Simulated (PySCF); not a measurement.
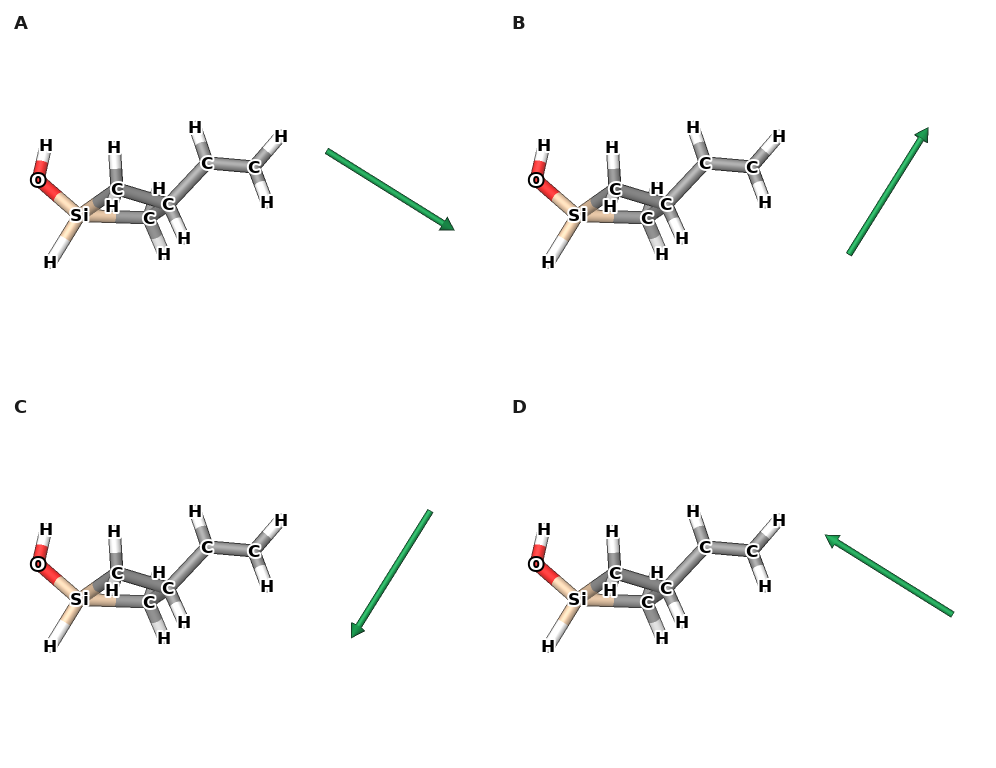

The same molecule four times, each with an arrow. Computed geometry: GFN2-xTB optimisation. No frequency run is at hand to confirm it as a minimum. Method: PBE0/pcSseg-1, gas phase (PySCF 2.14.0).

Which arrow points along the dipole moment, from the negative to the positive end?

Answer. B. The dipole moment is 1.15 D.

The geometry is semi-empirical. Around Si such bond lengths and angles can be off by a tenth of an ångström or more and by several degrees, and values that hang on the shape move with them.
